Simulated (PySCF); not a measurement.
System: CH$_{10}$BSi$_{3}$ (SMILES C[Si]([SiH3])B[SiH3]) (doublet).

The calculation's input:

```
{"job": {"kind": "epr"}, "charge": 0, "multiplicity": 2}
Si    -0.459543     0.544877    -0.087976
Si    -1.657281    -1.352188     0.583743
C     -1.597938     2.012490    -0.384392
B      1.450723     0.607106    -0.333641
Si     2.652395    -0.970712    -0.040894
H     -0.748778    -2.393835     1.145147
H     -2.666125    -0.958708     1.618126
H     -2.403756    -1.926191    -0.581033
H     -2.140460     2.275044     0.538531
H     -1.024585     2.888690    -0.720481
H     -2.355226     1.771027    -1.148312
H      1.927873     1.664873    -0.682676
H      1.923619    -2.225277     0.337169
H      3.444400    -1.275025    -1.279070
H      3.643822    -0.687563     1.050411
```

Command:

```sh
OMP_NUM_THREADS=1 python cluster_run.py task.json out
```

Geometry: PBE0-D3(BJ)/def2-SVP.

All numbers below come from PySCF, UKS B3LYP, IGLO-III on B C Si, pcH-1 on H, non-relativistic, mean-field spin-orbit, GIAO.

> Predict the electron density, electron localisation function and spin density between the atoms.

C–Si (1.88 Å): ρ at the midpoint is about 0.92 e/Å³; the ELF peaks at about 0.95 between the atoms (a covalent bond).
Si–B (1.93 Å): ρ at the midpoint is about 0.84 e/Å³; the ELF peaks at about 0.95 between the atoms; a covalent bond.
Si–Si (2.34 Å): ρ is about 0.62 e/Å³ halfway; the ELF peaks at about 1 between the atoms, as expected for localised, covalent bonding.
C–H (1.10 Å): ρ is about 1.9 e/Å³ halfway; the ELF climbs to about 1 towards the hydrogen, as it does in any bond to H; an ordinary covalent bond to hydrogen.
The unpaired spin (1 electron) lies mostly on Si1 (about 0.5) and B4 (about 0.3), in electrons by Hirshfeld's partition.

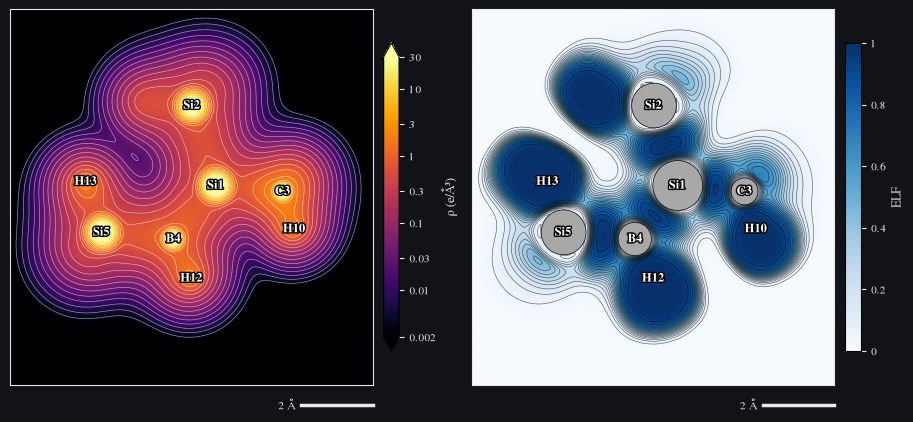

Computed electron density and electron localisation function on the plane of atoms B4, Si5 and H13, in this order. Grey discs cover the atomic cores in the ELF map. 
